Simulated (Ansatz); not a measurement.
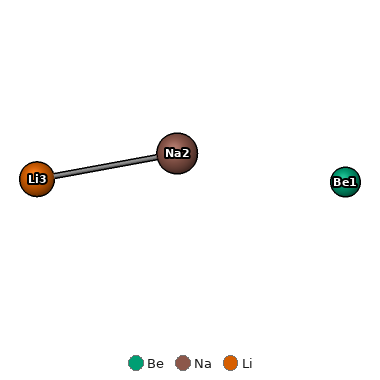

The system is Be + NaLi; the picture shows the reference structure. First axis: distance Be1–Na2. Second axis: distance Na2–Li3. Nothing is relaxed (the angle Be1–Na2–Li3 is fixed at 160 degrees). The grid has 10 × 10 points. Points are written as (first, second). Energies are in kJ/mol, from Be far from the relaxed NaLi (each part in its own basis). The reference is spin-restricted, so regions where a bond is pulled apart into radicals lie too high. Method: RKS wB97X-V/def2-TZVPD (Ansatz).

Its coordinates:

```yaml
atoms:
  - { symbol: Be, position_ang: [-3.4690, 0.0000, 0.0000] }
  - { symbol: Na, position_ang: [0.0000, 0.0000, 0.0000] }
  - { symbol: Li, position_ang: [2.7345, 0.9953, 0.0000] }
```

Range: distance Be1–Na2 from 2.096 to 3.696 Å; distance Na2–Li3 from 2.352 to 3.952 Å.

Predict the map.

The lowest grid point is at (3.469 Å, 2.910 Å), −7 kJ/mol from Be far from the relaxed NaLi (each part in its own basis). No other kind of well shows on this grid. The highest grid point, (2.096 Å, 3.952 Å), lies 143 kJ/mol above the lowest.

```csv
"distance Na2–Li3 ↓, distance Be1–Na2 →",2.096,2.188,2.322,2.480,2.654,2.841,3.040,3.250,3.469,3.696
3.952,136,110,82,60,46,38,34,33,33,34
3.725,125,99,71,49,34,26,22,20,21,22
3.506,114,88,60,38,24,15,11,10,10,11
3.296,106,80,52,30,15,7,2,1,1,2
3.097,101,75,47,25,10,1,−3,−5,−5,−4
2.910,100,74,46,24,9,0,−5,−7,−7,−6
2.736,103,77,49,27,12,3,−2,−4,−4,−4
2.578,111,85,56,34,19,10,5,3,2,3
2.444,122,96,67,45,29,20,15,13,13,13
2.352,133,106,78,55,40,30,25,23,23,23
```

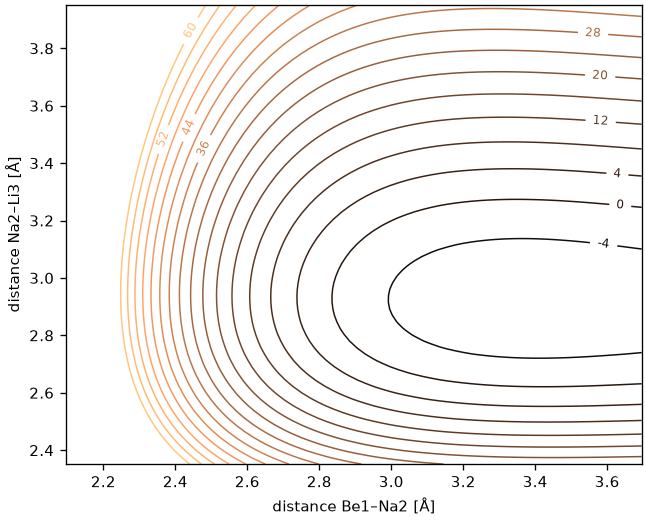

In the figure: contour lines labelled in kJ/mol (none above 60). Between grid points the surface is interpolated.

Each point was launched as `ansatz run input.yaml --threads 1 --pin off --max-ram 2560MiB --backend cpu --events-out ev --progress --plain --runs-dir out`. The whole map (100 points run) took 14 min on 1 thread of Arm Neoverse V1 (shared host).
